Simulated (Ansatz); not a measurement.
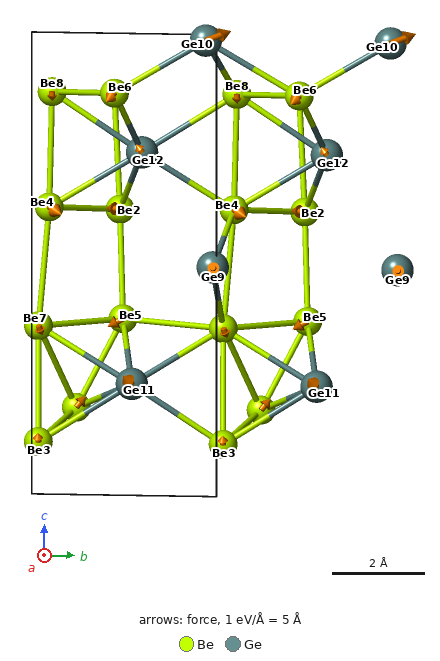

Starting geometry of crystalline Be₂Ge (a generated structure, set up in P1) (coarse preliminary run) with the computed forces as orange arrows. A ball-and-stick model of the cell of the calculation, repeated 1 × 2 × 1 with one cell outlined, seen along the a axis.

These are results of DFT PBE, scalar-relativistic, plane waves, PAW (Ansatz 0.2.0), not measurements. Set-up: plane-wave cutoff 420 eV; k-point mesh 4 × 4 × 2; occupations gaussian; smearing width 0.1 eV; no spin polarisation; cell and atoms relaxed; force threshold 0.04 eV/Å; at most 70 steps.

**Is this structure relaxed? If not, where do the atoms go?**

It isn't relaxed: the largest force vector, on a Ge atom, is 0.13 eV/Å. The final displacements have little in common with the starting forces (cosine between the two patterns 0.13). A Be atom moves most relative to the cell: 0.67 Å roughly along [−1 −3 1]. By element the largest moves are Be 0.67 Å, Ge 0.21 Å. The volume changes by −1.5 %, with a 3.838 → 3.933 Å (+2.5 %), b 4.020 → 4.021 Å (0.0 %), c 10.048 → 9.652 Å (−3.9 %), α 90.9° → 90.4°, β 90.6° → 90.4°, γ 90.1° → 90.3°. Among the contacts that change: Be–Ge 3.298 → 2.628 Å, Be–Ge 3.423 → 2.761 Å, Be–Ge 2.361 → 2.972 Å, Be–Be 3.015 → 2.471 Å. Among the angles between lasting bonds that change: Be–Be–Ge 168.8° → 135.5°, Be–Be–Ge 176.9° → 143.7°, Be–Be–Ge 94.8° → 74.2°. The space group stays P1 (No. 1). Over 10 accepted moves (12 points after the start) the energy falls by 4.2 meV per atom. Largest force component: 0.11 eV/Å at the start, 0.014 eV/Å at the end. The pressure goes from −0.25 to 0.03 GPa. The line search rejected the trial step at point 7 of the run. At 1 point the geometry stayed and the basis and grid were re-selected for the new cell (energy shift of less than 0.05 meV per atom at most each time).

Limits of the set-up: the k-point mesh is coarse for a cell with partly filled bands.
